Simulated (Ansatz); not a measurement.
One crystal and one scan (frozen-phonon scan) at two levels, PBE (plane waves to 420 eV, PAW, scalar-relativistic; Ansatz, a first-principles code) and r2SCAN (plane waves to 500 eV, PAW, scalar-relativistic; Ansatz), each from its own relaxed cell and on its own mesh. The cell shown is that of PBE.

Starting cell, Mo (bcc, W type):

```
CELL_PARAMETERS angstrom
     -3.16074     3.16074     3.16074
      0.00000     0.00000     3.16074
      0.00000     3.16074     0.00000
ATOMIC_POSITIONS crystal
  Mo 0.00000 0.00000 0.00000
  Mo 0.50000 0.00000 0.00000
```

The atoms are displaced by Q × the pattern below (from a DFPT mode at H = (0.5, 0.5, 0.5), largest move 1; Q in Å), at fixed cell. It is one choice among 3 degenerate patterns. (q is in reciprocal vectors of the primitive cell; the cell shown is doubled to hold the pattern.)

| atom | x | y | z |
|---|---|---|---|
| Mo1 | 0.000 | 0.000 | -1.000 |
| Mo2 | 0.000 | 0.000 | 1.000 |

Mo is run without spin polarisation. Mo was relaxed with its symmetry unable to fall. With partly filled bands, energies and forces of such displacements shift with the k mesh and the smearing. Percentages come from the unrounded values.

```
quantity                  PBE  r2SCAN     PBE − r2SCAN
----------------------  -----  ------  ---------------
Lattice constant a (Å)  3.161   3.151  +0.010 (+0.3 %)
```

PBE gives the higher value for: lattice constant a. Both give the same shape of the curve: a single well with its minimum at or next to zero displacement. Neither level is exact: the differences show how much the result hangs on the functional.

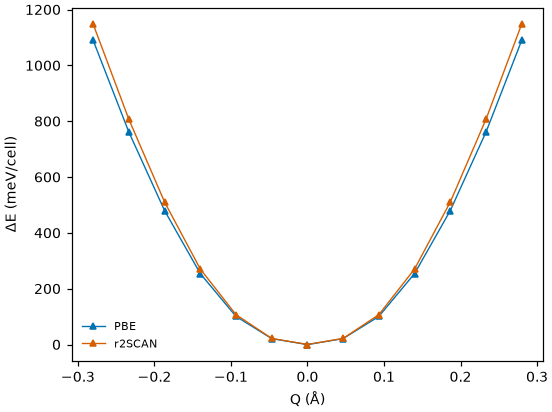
*ΔE, each from the undisplaced structure of its own level.*

(For displaced atoms, the force is minus the slope of the energy, and its curvature is a force constant, which sets phonon frequencies.)
